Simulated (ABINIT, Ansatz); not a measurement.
# A GW chain in ABINIT: RbAsF6 (R-3), part 3 of 3

Aim: the G0W0 gap of RbAsF6 (R-3) on PBEsol, step by step.

ABINIT 10.8.3; PBEsol and many-body steps on it, plane waves. Known limits of the many-body steps: not at the basis limit; no spin-orbit coupling; coarse k mesh.

So far. Step 4 (Empty states on the mesh, 2×2×2 mesh, 103 bands): On this mesh the gap is 5.560 eV. Step 5 (Screening, 2×2×2 mesh, 95 bands, screening to 98 eV): Local fields lower ε∞ by 10 %. On a Γ-centred mesh this coarse the value itself is usually too large, while a short band sum pulls it down.

## Step 6: Self-energy, 2×2×2 mesh, 95 bands, screening to 98 eV

The self-energy is evaluated for the states that the input lists, and the levels follow from it, in one-shot runs by the linearised quasiparticle equation.

This step: G0W0 on PBEsol, plane waves, norm-conserving pseudopotentials.

Input file run.abi:

```
acell 3*1.0 Angstrom
rprim 
  3.717458802479 2.146275840312 2.475880428600
  -3.717458802479 2.146275840312 2.475880428600
  0.000000000000 -4.292551680625 2.475880428600
ntypat 3
znucl 37 33 9
natom 8
typat 1 2 3 3 3 3 3 3
xred 
  0.500000000000 0.500000000000 0.500000000000
  0.000000000000 0.000000000000 0.000000000000
  0.077414800000 0.712012140000 0.799611640000
  0.799611640000 0.077414800000 0.712012140000
  0.287987860000 0.200388360000 0.922585200000
  0.200388360000 0.922585200000 0.287987860000
  0.922585200000 0.287987860000 0.200388360000
  0.712012140000 0.799611640000 0.077414800000
pp_dirpath "pseudos"
pseudos "Rb.upf, As.upf, F.upf"
ecut 44
ngkpt 2 2 2
nshiftk 1
shiftk 0 0 0
kptopt 1
chksymbreak 0
istwfk *1
occopt 1
irdwfk 1
optdriver 4
nband 95
gwcalctyp 0
ecutsigx 44
symsigma 1
nkptgw 1
kptgw 
  0.0000000000 0.0000000000 0.0000000000
bdgw 
  35 39
ecuteps 3.6
irdscr 1
ppmodel 1
indata_prefix "in"
outdata_prefix "out"
tmpdata_prefix "tmp"
```

Run with:

```console
> OMP_NUM_THREADS=1 mpirun -n 4 abinit run.abi > log
```

Numbers of over 12 decimals in the logs are rounded to 6 here.

Log:

```text
.Version 10.8.3 of ABINIT. v10.8.2 released Aug 2026.

 Symmetries : space group R-3 (#148); Bravais hR (rhombohedral)
[... echo of the input left out ...]
== DATASET  1 ==================================================================
-   mpi_nproc: 4, omp_nthreads: 1 (-1 if OMP is not activated)

--- !DatasetInfo
iteration_state: {dtset: 1, }
dimensions: {natom: 8, nkpt: 4, mband: 95, nsppol: 1, nspinor: 1, nspden: 1, mpw: 11192, }
cutoff_energies: {ecut:  44.0, pawecutdg:  -1.0, }
electrons: {nelect:   7.40000000E+01, charge:   0.00000000E+00, occopt:   1.00000000E+00, tsmear:   1.00000000E-02, }

 SIGMA: Calculation of the GW corrections

 Based on a program developped by R.W. Godby, V. Olevano, G. Onida, and L. Reining.
 Incorporated in ABINIT by V. Olevano, G.-M. Rignanese, and M. Torrent.
.Using double precision arithmetic ; gwpc =  8

[... cell and pseudopotentials left out ...]
--------------------------------------------------------------------------------

 ==== K-mesh for the wavefunctions ====
 Number of points in the irreducible wedge :     4
[... list of points left out ...]
 Together with  6 symmetry operations and time-reversal symmetry
 yields     8 points in the full Brillouin Zone.

 ==== Q-mesh for screening function ====
 Number of points in the irreducible wedge :     4
[... list of points left out ...]
 Together with  6 symmetry operations and time-reversal symmetry
 yields     8 points in the full Brillouin Zone.

 vcoul_init : cutoff-mode = AUXILIARY_FUNCTION
 q-points for optical limit:   1
     1)      0.000010    0.000020    0.000030
 setmesh: FFT mesh size selected  =    60x   60x   60
          total number of points  =       216000

 Number of electrons calculated from density =   74.0000; Expected =   74.0000
 average of density, n =  0.092517
 r_s =    1.3716
 omega_plasma =   29.3405 [eV]

 === KS Band Gaps ===
  >>>> For spin  1
   Minimum direct gap =   5.5600 [eV], located at k-point      :   0.0000  0.0000  0.0000
   Fundamental gap    =   5.5600 [eV], Top of valence bands at :   0.0000  0.0000  0.0000
                                       Bottom of conduction at :   0.0000  0.0000  0.0000
 SIGMA fundamental parameters:
 PLASMON POLE MODEL  1
 number of plane-waves for SigmaX                11113
 number of plane-waves for SigmaC and W            249
 number of plane-waves for wavefunctions         11113
 number of bands                                    95
 number of independent spin polarizations            1
 number of spinorial components                      1
 number of k-points in IBZ                           4
 number of q-points in IBZ                           4
 number of symmetry operations                       6
 number of k-points in BZ                            8
 number of q-points in BZ                            8
 number of frequencies for dSigma/dE                 9
 frequency step for dSigma/dE [eV]                0.25
 number of omega for Sigma on real axis              0
 max omega for Sigma on real axis  [eV]           0.00
 zcut for avoiding poles [eV]                     0.10

 EPSILON^-1 parameters (SCR file):
 dimension of the eps^-1 matrix on file            249
 dimension of the eps^-1 matrix used               249
 number of plane-waves for wavefunctions         11113
 number of bands                                    95
 number of q-points in IBZ                           4
 number of frequencies                               2
 number of real frequencies                          1
 number of imag frequencies                          1

 matrix elements of self-energy operator (all in [eV])

 Perturbative Calculation

--- !SelfEnergy_ee
iteration_state: {dtset: 1, }
kpoint     : [   0.000,    0.000,    0.000, ]
spin       : 1
KS_gap     :    5.560
QP_gap     :   10.585
Delta_QP_KS:    5.025
data: !SigmaeeData |
     Band     E0 <VxcDFT>   SigX SigC(E0)      Z dSigC/dE  Sig(E)    E-E0       E
       35  -2.284 -22.502 -30.362   5.208   0.820  -0.220 -24.676  -2.174  -4.458
       36  -2.284 -22.502 -30.362   5.208   0.820  -0.220 -24.676  -2.174  -4.458
       37  -1.940 -23.030 -30.913   5.290   0.819  -0.221 -25.154  -2.124  -4.064
       38   3.620 -18.495 -13.499  -1.674   0.873  -0.145 -15.594   2.900   6.521
       39   8.148 -12.268  -7.202  -2.344   0.889  -0.125  -9.847   2.421  10.569

== END DATASET(S) ==============================================================
================================================================================

 -outvars: echo values of variables after computation  --------
           etotal      0.0000000000E+00
            nband          95
             nkpt           4
          spgroup         148
 [... the other variables as echoed above ...]

 Calculation completed.
```

The job ended after 6.2 s (4 MPI ranks of Arm Neoverse V1, shared host; peak memory 0.94 GiB; 25 s of CPU time).

Numbers from this step:

- G0W0 gap on the points computed: 10.59 eV
- starting gap on the mesh: 5.560 eV
- k of the valence top: 0, 0, 0
- k of the conduction bottom: 0, 0, 0
- Z at the valence top: 0.819
- Z at the conduction bottom: 0.873
- least direct G0W0 gap on the computed points: 10.59 eV

The gap on the mesh goes from 5.56 eV to 10.59 eV, a correction of +5.02 eV.

Limits: finite bands, cutoff and mesh; no spin-orbit coupling; coarse k mesh. v1 is the top filled band, c1 the lowest empty one. The levels before and after the correction (eV, zero at the valence-band top of each column):

```csv
,conduction bottom,valence top
Kohn-Sham,5.56,0.00
G0W0,10.59,0.00
```

```csv
,level,energy (eV)
Kohn-Sham,Γ v3-v2,-0.344
Kohn-Sham,Γ v1,0.000
Kohn-Sham,Γ c1,5.560
Kohn-Sham,Γ c2,10.088
G0W0,Γ v3-v2,-0.394
G0W0,Γ v1,0.000
G0W0,Γ c1,10.585
G0W0,Γ c2,14.633
```

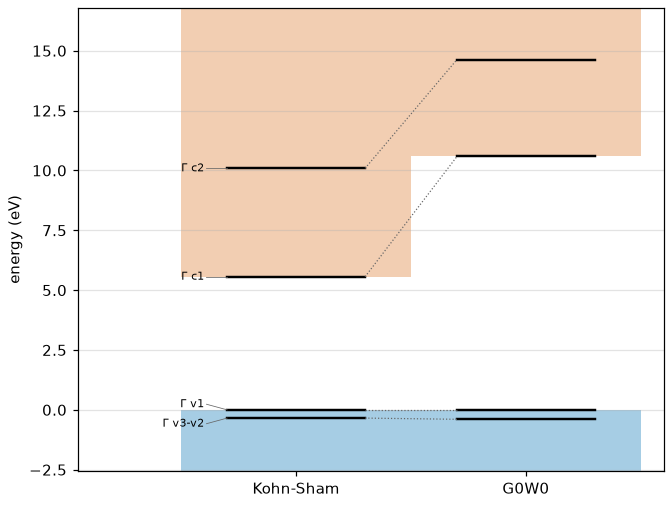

Levels before and after the correction. Shaded: valence and conduction bands.

## Step 7: Where the time went

Times are wall times on 4 MPI ranks of Arm Neoverse V1, shared host, good to a factor of about two.

```csv
step,time,share,memory (GiB)
ground state,2 min,38 %,0.54
bands along the symmetry lines,1.9 min,35 %,0.5
empty states on the mesh,44 s,14 %,0.45
screening,36 s,11 %,1.4
self-energy,6.2 s,2 %,0.94
```

## Step 8: Outcome

```yaml
pbesol_gap: 5.56 eV, direct
g0w0_gap_on_the_mesh: 10.59 eV
gw_settings: 2×2×2 mesh, 95 bands, screening to 98 eV, Godby-Needs plasmon pole
known_limits: not at the basis limit; no spin-orbit coupling; coarse k mesh
```

**Reading.** G0W0 moves the gap on the mesh from 5.56 eV to 10.59 eV (+5.02 eV), with Z of 0.82 and 0.87 at the edges. Local fields lower the RPA ε∞ on this mesh from 2.20 to 1.98; a Γ-centred mesh this coarse tends to raise both, most where the direct gap is narrow, while a short band sum lowers them. Only 1 of the mesh's irreducible points was corrected, so a valley elsewhere could overtake. Bands and cutoff are finite, so the gap is not at the basis limit. The miss can reach some tenths of an eV and take either sign; the mesh is an error of its own. In the G0W0 run levels were corrected at 1 k point alone, so a gap called «on the mesh» is the least over those, and an edge elsewhere would be missed. The 2×2×2 mesh is coarse for this cell, which bears on the long-range parts of exchange and screening. The many-body steps are scalar-relativistic: spin-orbit coupling is not in them.

[Paths, hosts, dates, memory and timing lines, banners, echoed tables and standing remarks are left out of the program output.]

[Logs are printed without paths, hosts, clocks, repeated set-up lines and the standing remarks that a program may print on its own settings, such as how far it seeks lower states.]

[Runs of the session that timed out or met a known fault of the program may be left out.]

[Hosts, paths, dates, database ids (printed as entryN), source tags and the programs' standing remarks are cut or masked in the printed files.]

[G0W0 gaps are taken among the corrected bands and points alone; a level outside them can change the order at an edge.]

[Where Ansatz stands beside ABINIT at settings called matched, ABINIT's density can come from a denser mesh and the files from another edition; pairs whose starting gaps differed by over 0.03 eV were left out, so agreement reads better than it is.]
